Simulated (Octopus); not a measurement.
**GaNH3Br (SMILES [NH2][GaH][Br]), step by step**

Aim: energy and gradient (singlet GaNH3Br, PBE), then energy and gradient (doublet GaNH3Br+, UPBE), then energy and forces (singlet GaNH3Br, PBE), then energy and gradient (doublet GaNH3Br+, UPBE) of BrGaH3N. The setting varied is the box margin. 

The results are computed with Octopus 16.4.

6 further runs of the same task are left out: 6 set aside as unsound or not needed.

## 1. The molecule

The species is GaNH3Br (6 atoms), meant as a singlet with charge 0. SMILES: `[NH2][GaH][Br]`. The shape is that of a PBE0-D4/def2-TZVP optimisation.

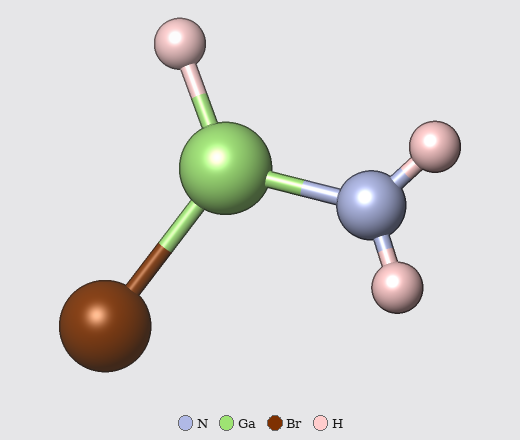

The structure, seen from a chosen angle (nitrogen light blue, gallium green, bromine brown, hydrogen pink).

## 2. Energy and forces at PBE (scalar, in the pseudopotentials, pseudodojo_pbe potentials, box margin 3.49998 angstrom, extra states 0, grid spacing 0.170025 angstrom, mix field default) (run 1)

Run with:

```console
$ OMP_NUM_THREADS=1 octopus > gs.log
```

The log of the run:

```text
Version                : 16.4
[... 171 lines left out ...]
Converged eigenvectors: 0
#  State  Eigenvalue [eV]  Occupation    Error
[... 9 lines left out ...]
Converged eigenvectors: 0
#  State  Eigenvalue [eV]  Occupation    Error
[... 49 lines left out ...]
Converged eigenvectors: 0
#  State  Eigenvalue [eV]  Occupation    Error
[... 9 lines left out ...]
Converged eigenvectors: 0
#  State  Eigenvalue [eV]  Occupation    Error
[... 6 lines left out ...]
Info: SCF converged in   17 iterations
[... 1 line left out ...]
**   Some of the states are not fully converged!
[... 1 line left out ...]
Octopus emitted 1 warning.
```

Wall time 35 s (1 thread of Intel Xeon Platinum 8259CL at 2.50GHz (Skylake/Cascade Lake), shared host); peak memory 0.12 GiB.

## 3. The doublet cation: energy and forces at UPBE (scalar, in the pseudopotentials, pseudodojo_pbe potentials, box margin 3.5 angstrom, extra states 0, grid spacing 0.17 angstrom, mix field default) (run 2)

Run with:

```console
$ OMP_NUM_THREADS=1 octopus > gs.log
```

The log of the run:

```text
Version                : 16.4
[... 143 lines left out ...]
** Warning:
[... 50 lines left out ...]
  [output of 10 eigenvalues skipped: maximum error = 1.1E-01]
[... 20 lines left out ...]
#  State  Spin  Eigenvalue [eV]  Occupation    Error
[... 5 lines left out ...]
  [output of 10 eigenvalues skipped: maximum error = 9.2E-02]
[... 82 lines left out ...]
#  State  Spin  Eigenvalue [eV]  Occupation    Error
[... 5 lines left out ...]
  [output of 10 eigenvalues skipped: maximum error = 4.7E-07]
[... 20 lines left out ...]
#  State  Spin  Eigenvalue [eV]  Occupation    Error
[... 5 lines left out ...]
  [output of 10 eigenvalues skipped: maximum error = 8.0E-08]
[... 18 lines left out ...]
**   Some of the states are not fully converged!
[... 1 line left out ...]
Octopus emitted 2 warnings.
```

Run time: 2.8 min. Hardware: 1 thread of Intel Xeon Platinum 8259CL at 2.50GHz (Skylake/Cascade Lake), shared host; peak memory 0.15 GiB.

Run 3 isn't shown in full; the table further down has it.

## 4. The doublet cation: energy and gradient at UPBE (scalar, in the pseudopotentials, pseudodojo_pbe potentials, box margin 4 angstrom, extra states 0, grid spacing 0.17 angstrom, mix field default) (run 4)

Run with:

```console
$ OMP_NUM_THREADS=1 octopus > gs.log
```

The log of the run:

```text
Version                : 16.4
[... 189 lines left out ...]
  [output of 10 eigenvalues skipped: maximum error = 1.1E-01]
[... 20 lines left out ...]
#  State  Spin  Eigenvalue [eV]  Occupation    Error
[... 5 lines left out ...]
  [output of 10 eigenvalues skipped: maximum error = 8.7E-02]
[... 82 lines left out ...]
#  State  Spin  Eigenvalue [eV]  Occupation    Error
[... 5 lines left out ...]
  [output of 10 eigenvalues skipped: maximum error = 3.5E-07]
[... 20 lines left out ...]
#  State  Spin  Eigenvalue [eV]  Occupation    Error
[... 5 lines left out ...]
  [output of 10 eigenvalues skipped: maximum error = 6.2E-07]
[... 18 lines left out ...]
**   Some of the states are not fully converged!
[... 1 line left out ...]
Octopus emitted 1 warning.
```

Wall time 3.5 min (1 thread of Intel Xeon Platinum 8259CL at 2.50GHz (Skylake/Cascade Lake), shared host); peak memory 0.19 GiB.

## 5. All runs side by side

| run | level | box margin | grid spacing | partner | energy (Eh) | HOMO energy (eV) | wall time |
| --- | --- | --- | --- | --- | --- | --- | --- |
| 1 | PBE (scalar, in the pseudopotentials, pseudodojo_pbe potentials, box margin 3.49998 angstrom, extra states 0, grid spacing 0.170025 angstrom, mix field default) | 3.49998 | 0.170025 | base | -104.507408 | -6.30 | 35 s |
| 2 | UPBE (scalar, in the pseudopotentials, pseudodojo_pbe potentials, box margin 3.5 angstrom, extra states 0, grid spacing 0.17 angstrom, mix field default) | 3.5 | 0.17 | cation | -104.161469 | -12.57 | 2.8 min |
| 3 | PBE (scalar, in the pseudopotentials, pseudodojo_pbe potentials, box margin 4 angstrom, extra states 0, grid spacing 0.17 angstrom, mix field default) | 4 | 0.17 | base | -104.510570 | -6.37 | 40 s |
| 4 | UPBE (scalar, in the pseudopotentials, pseudodojo_pbe potentials, box margin 4 angstrom, extra states 0, grid spacing 0.17 angstrom, mix field default) | 4 | 0.17 | cation | -104.162895 | -12.60 | 3.5 min |

## 6. Outcome

| quantity | value |
| --- | --- |
| doublet cation, run 4: total energy | -104.16290 Eh |
| doublet cation, run 4: HOMO energy (highest over α and β) | -12.60 eV |
| vertical ionisation energy (to the doublet cation) | 9.461 eV |

In words: The vertical ionisation energy comes to 9.46 eV (913 kJ/mol). The negative HOMO energy of the first species, 6.37 eV, lies 3.09 eV below that difference. All runs together took 7.5 min, the longest 3.5 min.
